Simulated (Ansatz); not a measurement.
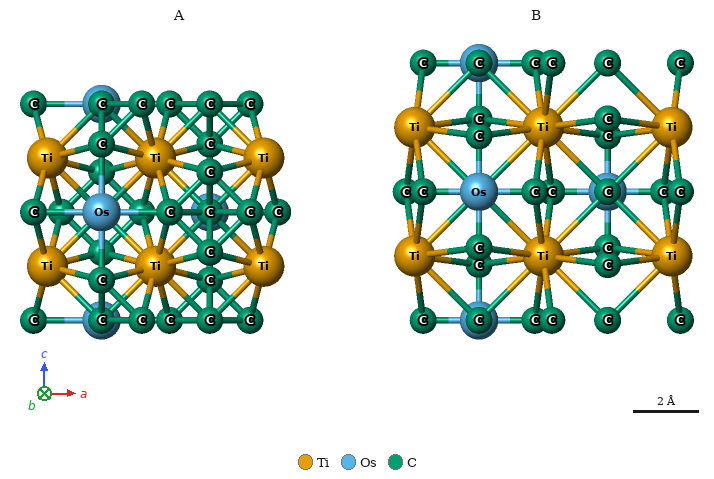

Two geometries of a crystal of Ti2OsC6 (a generated structure, set up in Fm-3m) (coarse preliminary run), drawn at one scale. One is the start of a relaxation, the other its converged end. A ball-and-stick model of the atoms within 5.8 Å of the atom that moves most (axes of the conventional cell (4 times the calculation's cell)), seen along the b axis. Lengths and directions refer to the drawn axes.

Level of theory: Ansatz 0.2.0, DFT PBE, scalar-relativistic, plane waves, PAW. Set-up: plane-wave cutoff 420 eV; k-point mesh 4 × 4 × 4; occupations gaussian; smearing width 0.1 eV; no spin polarisation; cell and atoms relaxed; force threshold 0.04 eV/Å; at most 70 steps.

Question: Which geometry has the lower energy?

Answer: Structure A is the relaxed one. The energy falls by 2176 meV per atom in 7 accepted moves (8 points after the start). Largest force component: 12 eV/Å at the start, 0.0047 eV/Å at the end. Pressure: 27.02 GPa at the start and −0.29 GPa at the end. At 1 point the geometry stayed and the basis and grid were re-selected for the new cell (energy shift of 3.1 meV per atom at most each time). The largest moves relative to the cell, 0.65 Å, are those of C atoms. Ti and Os stay in place. Cell: a = b = c 7.971 → 6.704 Å (−15.9 %). Volume −40.5 %. Some distances before and after: C–C 3.191 → 1.760 Å, Os–Ti 3.451 → 2.903 Å, C–Ti 2.830 → 2.409 Å, C–Os 1.729 → 2.107 Å. Bond angles that change, for instance: Ti–C–Os 95.3° → 79.7°, Ti–C–Ti 169.3° → 159.4°. The space group stays Fm-3m (No. 225). Cost: 15 s on 1 thread of Intel(R) Xeon(R) 6975P-C (Granite Rapids), on a shared host, peak memory 0.49 GiB.
